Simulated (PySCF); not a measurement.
**[PbBr3]+: other spin states and a change of charge**

Aim: at the relaxed geometry of [PbBr3]+, try other spin states and a change of charge. It is a constructed species; whether it can be made isn't addressed.

Method: r2SCAN, Pb def2-SVP with ECP60, Br def2-SVP; scalar-relativistic core potentials, no spin–orbit coupling; program: PySCF 2.14.0.

2 further runs of the same task are left out: 2 for a known fault of the program.

### Step 1. Where the work starts

4 atoms, charge 1, spin multiplicity 1.

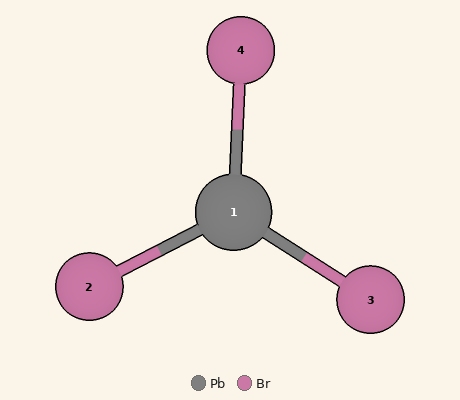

The geometry (lead grey, bromine pink); atoms are numbered from 1 in the order of the file.

As a file:

```xyz
4
Br3Pb
Pb    0.0000    0.0000    0.0000
Br    2.5145    0.0000    0.0000
Br   -1.2572    2.1776    0.0000
Br   -1.2572   -2.1776    0.0000
```

Formal oxidation states: Pb +4. An earlier session relaxed this geometry at r2SCAN, Pb def2-SVP with ECP60, Br def2-SVP (singlet, point group D3h).

Its energy there is -7914.247515 Eh.

### Step 2. Multiplicity 3 at the relaxed geometry

run.py (the lines that set the calculation) reads:

```python
mol = gto.M(atom='''
Pb     0.00000     0.00000     0.00000
Br     2.51445    -0.00001     0.00000
Br    -1.25722     2.17758     0.00000
Br    -1.25723    -2.17757     0.00000''',
    basis={'Pb': 'def2-SVP', 'Br': 'def2-SVP'},
    ecp={'Pb': 'def2-SVP'},
    charge=1, spin=2)
mf = dft.UKS(mol, xc='R2SCAN')
mf.grids.atom_grid = (50, 194)
mf = mf.density_fit()  # fitting sets: Pb def2-universal-JKFIT, Br def2-universal-JKFIT
mf.conv_tol = 1e-08; mf.max_cycle = 55
mf.kernel(dm0)  # dm0: free metal ions and neutral atoms
```

The run is started by

```sh
$ OMP_NUM_THREADS=2 python run.py
```

What it wrote:

```text
init E= -7956.12004214766
cycle= 1 E= -7912.72361521283  delta_E= 43.4  |g|=  2.2  |ddm|= 3.18
cycle= 2 E= -7910.15034894664  delta_E= 2.57  |g|= 2.76  |ddm|= 4.77
cycle= 3 E= -7914.00277484623  delta_E= -3.85  |g|= 0.55  |ddm|= 3.82
cycle= 4 E= -7914.15515731056  delta_E= -0.152  |g|= 0.195  |ddm|= 1.25
cycle= 5 E= -7914.13825685323  delta_E= 0.0169  |g|= 0.204  |ddm|= 0.705
cycle= 6 E= -7914.14254800524  delta_E= -0.00429  |g|= 0.196  |ddm|= 1.01
cycle= 7 E= -7914.18450062127  delta_E= -0.042  |g|= 0.0194  |ddm|= 0.654
cycle= 8 E= -7914.18328968602  delta_E= 0.00121  |g|= 0.039  |ddm|= 0.177
cycle= 9 E= -7914.18413577621  delta_E= -0.000846  |g|= 0.028  |ddm|= 0.0937
cycle= 10 E= -7914.18455579682  delta_E= -0.00042  |g|= 0.0198  |ddm|= 0.0916
cycle= 11 E= -7914.18401771741  delta_E= 0.000538  |g|= 0.0289  |ddm|= 0.0537
cycle= 12 E= -7914.1844784297  delta_E= -0.000461  |g|= 0.0208  |ddm|= 0.0239
cycle= 13 E= -7914.18492350535  delta_E= -0.000445  |g|= 0.00613  |ddm|= 0.0421
cycle= 14 E= -7914.18496487143  delta_E= -4.14e-05  |g|= 0.000773  |ddm|= 0.0153
cycle= 15 E= -7914.18496526618  delta_E= -3.95e-07  |g|= 0.000517  |ddm|= 0.00369
cycle= 16 E= -7914.18496550538  delta_E= -2.39e-07  |g|= 0.000218  |ddm|= 0.00082
cycle= 17 E= -7914.1849655548  delta_E= -4.94e-08  |g|= 4.56e-05  |ddm|= 0.000471
cycle= 18 E= -7914.18496555679  delta_E= -1.99e-09  |g|= 1.76e-05  |ddm|= 7.81e-05
Extra cycle  E= -7914.18496525148  delta_E= 3.05e-07  |g|= 0.000527  |ddm|= 0.00153
SCF not converged.
init E= -7956.12004214766
...
  HOMO = -0.410930124846  LUMO = -0.36690667283  gap/eV = 1.19794
cycle= 4 E= -7914.18493035581  delta_E= -9.13e-05  |g|= 0.00567  |ddm|= 0.0116
  HOMO = -0.410859019762  LUMO = -0.366858056005  gap/eV = 1.19733
cycle= 5 E= -7914.18496124246  delta_E= -3.09e-05  |g|= 0.00146  |ddm|= 0.00788
  HOMO = -0.410802180385  LUMO = -0.366791671809  gap/eV = 1.19759
cycle= 6 E= -7914.18496453097  delta_E= -3.29e-06  |g|= 0.000363  |ddm|= 0.00383
  HOMO = -0.410826546184  LUMO = -0.366788913588  gap/eV = 1.19833
cycle= 7 E= -7914.18496471902  delta_E= -1.88e-07  |g|= 0.000743  |ddm|= 0.00233
  HOMO = -0.410822087514  LUMO = -0.366792435415  gap/eV = 1.19811
cycle= 8 E= -7914.1849648895  delta_E= -1.7e-07  |g|= 0.000761  |ddm|= 0.00163
  HOMO = -0.410817651908  LUMO = -0.366787896764  gap/eV = 1.19811
cycle= 9 E= -7914.18496512882  delta_E= -2.39e-07  |g|= 0.000634  |ddm|= 0.00121
  HOMO = -0.41081801851  LUMO = -0.366783622944  gap/eV = 1.19824
cycle= 10 E= -7914.18496544844  delta_E= -3.2e-07  |g|= 0.000291  |ddm|= 0.00104
  HOMO = -0.410821594769  LUMO = -0.366787942698  gap/eV = 1.19822
cycle= 11 E= -7914.1849655312  delta_E= -8.28e-08  |g|= 0.000118  |ddm|= 0.000562
  HOMO = -0.410823317297  LUMO = -0.366789499068  gap/eV = 1.19822
cycle= 12 E= -7914.18496554932  delta_E= -1.81e-08  |g|= 4.95e-05  |ddm|= 0.000297
  HOMO = -0.410823076616  LUMO = -0.366788909005  gap/eV = 1.19823
cycle= 13 E= -7914.18496555439  delta_E= -5.07e-09  |g|= 1.4e-05  |ddm|= 0.00018
Extra cycle  E= -7914.18496552889  delta_E= 2.55e-08  |g|= 0.000161  |ddm|= 0.000646
converged SCF energy = -7914.18496552889  <S^2> = 2.0050784  2S+1 = 3.0033837
```

It took 29 s on 2 threads of Arm Neoverse V2, shared host.

Result: E = -7914.184966 Eh (+1.702 eV from the relaxed state), HOMO -11.18 eV, LUMO -12.70 eV (over both spins), ⟨S²⟩ = 2.005, Mulliken charge on Pb1 +0.84 e. An empty level of one spin lies below a filled level of the other.

### Step 3. One electron removed, multiplicity 2

Changes to run.py (the lines that set the calculation) since step 2:

```diff
@@ -7,3 +7,3 @@
     ecp={'Pb': 'def2-SVP'},
-    charge=1, spin=2)
+    charge=2, spin=1)
 mf = dft.UKS(mol, xc='R2SCAN')
@@ -12,2 +12,2 @@
 mf.conv_tol = 1e-08; mf.max_cycle = 55
-mf.kernel(dm0)  # dm0: free metal ions and neutral atoms
+mf.kernel(dm0)  # dm0: the density of the relaxed state
```

The run is started by

```sh
$ OMP_NUM_THREADS=2 python run.py
```

What it wrote:

```text
init E= -7914.25213254388
  HOMO = -0.475958885862  LUMO = -0.473199549435  gap/eV = 0.07509
cycle= 1 E= -7913.66523917131  delta_E= 0.587  |g|= 0.142  |ddm|= 0.83
  HOMO = -0.695597838898  LUMO = -0.68966307195  gap/eV = 0.16149
cycle= 2 E= -7913.67053710387  delta_E= -0.0053  |g|= 0.144  |ddm|= 0.454
  HOMO = -0.675412817785  LUMO = -0.668531566506  gap/eV = 0.18725
cycle= 3 E= -7913.67720857394  delta_E= -0.00667  |g|= 0.0386  |ddm|= 0.209
  HOMO = -0.668198748292  LUMO = -0.662106973389  gap/eV = 0.16577
cycle= 4 E= -7913.62042219304  delta_E= 0.0568  |g|= 0.23  |ddm|= 0.644
  HOMO = -0.670643703934  LUMO = -0.663843412974  gap/eV = 0.18505
cycle= 5 E= -7913.67635455929  delta_E= -0.0559  |g|= 0.0439  |ddm|= 0.685
  HOMO = -0.670093250221  LUMO = -0.662945060521  gap/eV = 0.19451
cycle= 6 E= -7913.67817254888  delta_E= -0.00182  |g|= 0.00819  |ddm|= 0.134
  HOMO = -0.670389311139  LUMO = -0.663279527121  gap/eV = 0.19347
cycle= 7 E= -7913.67777965525  delta_E= 0.000393  |g|= 0.0215  |ddm|= 0.0763
  HOMO = -0.67046436129  LUMO = -0.663291777045  gap/eV = 0.19518
cycle= 8 E= -7913.67808228807  delta_E= -0.000303  |g|= 0.0128  |ddm|= 0.0521
  HOMO = -0.670501567349  LUMO = -0.663275050213  gap/eV = 0.19664
cycle= 9 E= -7913.6781994707  delta_E= -0.000117  |g|= 0.00733  |ddm|= 0.0166
  HOMO = -0.670522482799  LUMO = -0.663291281208  gap/eV = 0.19677
cycle= 10 E= -7913.67821775144  delta_E= -1.83e-05  |g|= 0.00593  |ddm|= 0.00313
  HOMO = -0.670552789476  LUMO = -0.663302429319  gap/eV = 0.19729
cycle= 11 E= -7913.67824338562  delta_E= -2.56e-05  |g|= 0.00318  |ddm|= 0.0068
  HOMO = -0.670575502852  LUMO = -0.663305666156  gap/eV = 0.19782
cycle= 12 E= -7913.67825347966  delta_E= -1.01e-05  |g|= 0.00062  |ddm|= 0.00648
  HOMO = -0.670578509278  LUMO = -0.663310457337  gap/eV = 0.19777
cycle= 13 E= -7913.678253814  delta_E= -3.34e-07  |g|= 0.000226  |ddm|= 0.000981
  HOMO = -0.670577015054  LUMO = -0.663311044246  gap/eV = 0.19772
cycle= 14 E= -7913.67825386644  delta_E= -5.24e-08  |g|= 1.21e-05  |ddm|= 0.000535
  HOMO = -0.67057669655  LUMO = -0.66331083594  gap/eV = 0.19771
cycle= 15 E= -7913.67825386657  delta_E= -1.27e-10  |g|= 2.96e-06  |ddm|= 3.56e-05
  HOMO = -0.670577621589  LUMO = -0.663311015223  gap/eV = 0.19773
Extra cycle  E= -7913.67825386103  delta_E= 5.54e-09  |g|= 7.33e-05  |ddm|= 0.000196
converged SCF energy = -7913.67825386103  <S^2> = 0.75205793  2S+1 = 2.0020569
```

It took 7.6 s on 2 threads of Arm Neoverse V2, shared host.

It gives: E = -7913.678254 Eh (+15.490 eV from the relaxed state), HOMO -18.25 eV, LUMO -18.05 eV (over both spins), ⟨S²⟩ = 0.752, Mulliken charge on Pb1 +1.03 e. 

### Step 4. One electron added, multiplicity 2

Changes to run.py (the lines that set the calculation) since step 3:

```diff
@@ -7,3 +7,3 @@
     ecp={'Pb': 'def2-SVP'},
-    charge=2, spin=1)
+    charge=0, spin=1)
 mf = dft.UKS(mol, xc='R2SCAN')
```

The run is started by

```sh
$ OMP_NUM_THREADS=2 python run.py
```

What it wrote:

```text
init E= -7914.2519881768
  HOMO = -0.40672703491  LUMO = -0.403711439282  gap/eV = 0.08206
cycle= 1 E= -7914.54365471766  delta_E= -0.292  |g|= 0.149  |ddm|= 1.62
  HOMO = -0.186902962654  LUMO = -0.164190146076  gap/eV = 0.61805
cycle= 2 E= -7914.54961075054  delta_E= -0.00596  |g|= 0.145  |ddm|= 0.606
  HOMO = -0.212353711213  LUMO = -0.18855160634  gap/eV = 0.64769
cycle= 3 E= -7914.55837499261  delta_E= -0.00876  |g|= 0.028  |ddm|= 0.233
  HOMO = -0.215772205385  LUMO = -0.191030163641  gap/eV = 0.67327
cycle= 4 E= -7914.55864111702  delta_E= -0.000266  |g|= 0.0222  |ddm|= 0.0727
  HOMO = -0.217019983442  LUMO = -0.191931511485  gap/eV = 0.68269
cycle= 5 E= -7914.55893690887  delta_E= -0.000296  |g|= 0.00131  |ddm|= 0.0326
  HOMO = -0.21711305959  LUMO = -0.191692718246  gap/eV = 0.69172
cycle= 6 E= -7914.55893793552  delta_E= -1.03e-06  |g|= 0.000485  |ddm|= 0.00288
  HOMO = -0.217094116215  LUMO = -0.191604599455  gap/eV = 0.69361
cycle= 7 E= -7914.55893814098  delta_E= -2.05e-07  |g|= 4.98e-05  |ddm|= 0.000892
  HOMO = -0.217095095751  LUMO = -0.191597099209  gap/eV = 0.69384
cycle= 8 E= -7914.55893814272  delta_E= -1.74e-09  |g|= 2.87e-05  |ddm|= 0.000139
  HOMO = -0.217095097909  LUMO = -0.191596781991  gap/eV = 0.69384
Extra cycle  E= -7914.55893814176  delta_E= 9.6e-10  |g|= 4.8e-05  |ddm|= 0.000138
converged SCF energy = -7914.55893814176  <S^2> = 0.75292446  2S+1 = 2.0029223
```

It took 4.6 s on 2 threads of Arm Neoverse V2, shared host.

Result: E = -7914.558938 Eh (-8.474 eV from the relaxed state), HOMO -5.91 eV, LUMO -5.21 eV (over both spins), ⟨S²⟩ = 0.753, Mulliken charge on Pb1 +0.75 e. 

### Step 5. Results

| state | energy from the relaxed state (eV) | ⟨S²⟩ | time |
| --- | --- | --- | --- |
| charge +1, singlet, vacuum (relaxed) | 0 | 0.00 |  |
| charge 0, doublet, vacuum | -8.47 | 0.75 | 4.6 s |
| charge +1, triplet, vacuum | 1.70 | 2.01 | 29 s |
| charge +2, doublet, vacuum | 15.49 | 0.75 | 7.6 s |

An electron taken off or put on is at rest in vacuum. 

Removing an electron vertically costs 15.49 eV (doublet), against −HOMO = 12.92 eV. Adding an electron vertically releases 8.47 eV (doublet). The triplet lies 1.70 eV above at this geometry. These are double-zeta-type bases without diffuse functions. Spin–orbit coupling is left out.
